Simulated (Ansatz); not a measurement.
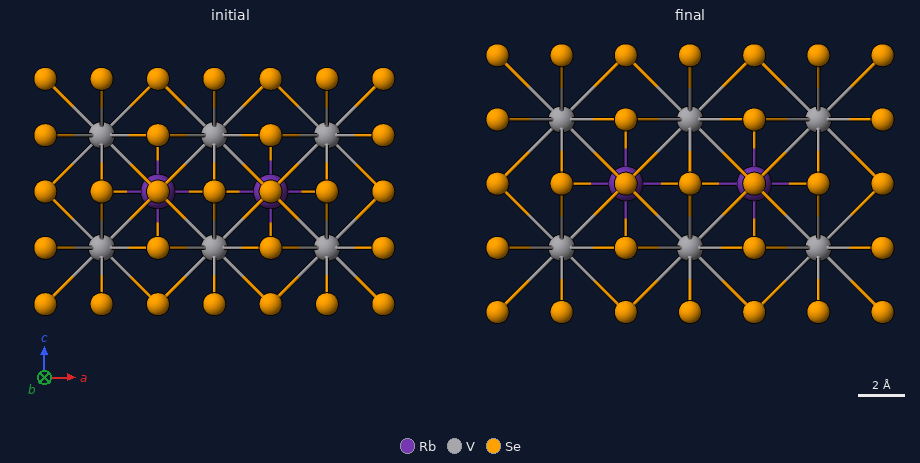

The structure of a crystal of RbVSe₃ (built on the cubic perovskite type) (coarse preliminary run) before (left) and after (right) a relaxation, at one scale.

Style: ball-and-stick. Shown: the cell of the calculation, repeated 2 × 1 × 1 with one cell outlined, along the b axis.

Case: cubic perovskite type (Pm-3m, No. 221).

All numbers below come from DFT PBE, scalar-relativistic, plane waves, PAW in Ansatz 0.2.0.

Input file:
```yaml
crystal:
  lattice:
    - [5.0056576231, 0.0, 0.0]
    - [0.0, 5.0056576231, 0.0]
    - [0.0, 0.0, 5.0056576231]
  atoms:
    - { symbol: Rb, position: [0.5, 0.5, 0.5] }
    - { symbol: V, position: [0.0, 0.0, 0.0], spin: 3.47 }
    - { symbol: Se, position: [0.0, 0.5, 0.5], spin: -0.33 }
    - { symbol: Se, position: [0.5, 0.0, 0.5], spin: -0.33 }
    - { symbol: Se, position: [0.5, 0.5, 0.0], spin: -0.33 }
basis:
  ecutwfc: 420
kpoints:
  mp_grid: { grid: [4, 4, 4] }
hamiltonian:
  xc: pbe
scf:
  occupations: { method: gaussian, width: 0.1 }
  lower_state_search: "off"
output:
  forces: true
  stress: true
  eigenvalues: true
  populations: true
magnetization:
  spin_polarized: true
relax:
  adjacent_minimum: "off"
  f_tol: 0.04
  max_steps: 70
  cell: { stress_tol: 0.4 }
```

Command:
```bash
ansatz run input.yaml --threads 1 --pin off --max-ram 2560MiB --backend cpu --events-out ev --progress --plain --runs-dir out
```

> Summarise the run.

Over 5 accepted moves (7 points after the start) the energy falls by 401 meV per atom. All forces vanish by symmetry, so only the cell relaxes. The pressure goes from 15.35 to 0.16 GPa. The SCF was repeated twice at an unchanged geometry on a basis and grid sized afresh for the cell, which shifted the energy by 9.7 meV per atom at most. The atoms keep their places relative to the cell (all moves are under 0.005 Å). The volume changes by +47.9 %, with a = b = c 5.006 → 5.703 Å (+13.9 %). Near-neighbour distances that change, for instance: V2–Se3 3.540 → 4.033 Å, Rb1–Se3 2.503 → 2.852 Å. The space group stays Pm-3m (No. 221). The run took 100 s on 1 thread of Intel(R) Xeon(R) Platinum 8488C (Sapphire Rapids) (shared host), peak memory 0.6 GiB.
